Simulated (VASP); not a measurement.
Band structure of IrO$_{2}$ (relaxed from the 3R-MoS2 structure, space group R3m). All values below come from PBEsol GGA, VASP's PBE PAW potentials (set 64) (plane waves; VASP 6.6.1).

Without a dispersion term in the relaxation, distances and binding between the weakly bound layers, chains or molecules are unreliable, and so is what depends on them. Unless said otherwise, spin-orbit coupling is left out, though it shifts the bands of the heavy elements here.

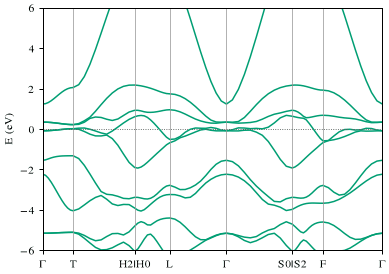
Fig. 1. Bands along high-symmetry lines, zero at the valence-band maximum or, without a gap, the Fermi level

Question: Read the plot: is there a gap, and where are the band edges?

Answer: It has no gap at this level: it comes out as a metal or semimetal. (Edges off the drawn lines would not show.)

The structure was generated: IrO2 was put into the 3R-MoS2 type (R3m), which need not be its known phase. It was relaxed first, which changed the volume by +13 %. The electron count is odd and the run is not spin-polarised, which forces a metal.
